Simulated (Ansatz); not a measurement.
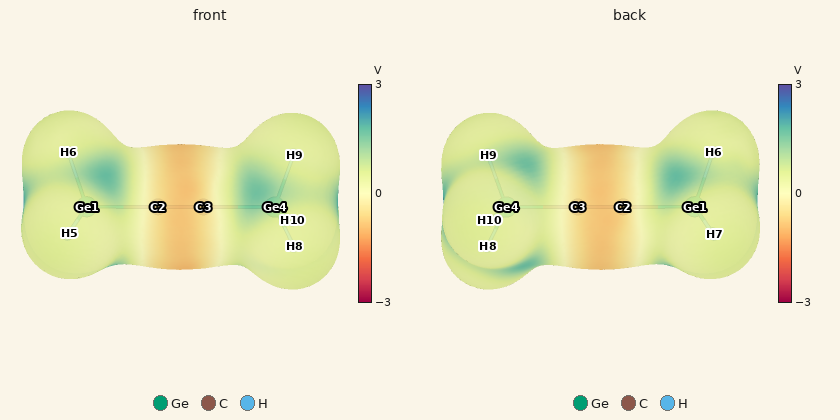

C2H6Ge2. The electrostatic potential painted on the density surface at 0.004 e/bohr³, seen from the front and from behind; red is negative and blue positive.

Geometry: PBE0-D4/def2-TZVP.

Computed with RKS PBE0-D4/def2-TZVPP in Ansatz 0.2.0.

```xyz
10

Ge    0.9929    2.2833   -0.2704
C     0.2456    0.5489   -0.0654
C    -0.2308   -0.5584    0.0656
Ge   -0.9762   -2.2935    0.2710
H     0.1930    3.0415   -1.3364
H     0.9115    3.0165    1.0738
H     2.4555    2.1405   -0.7079
H    -1.8640   -2.5950   -0.9423
H    -1.8101   -2.3222    1.5574
H     0.1659   -3.3128    0.3575
```

### Where is the surface potential most negative and most positive?

The most negative region (about −0.9 V) lies over C2 and C3, the most positive (about +2.1 V) over Ge1 and Ge4.
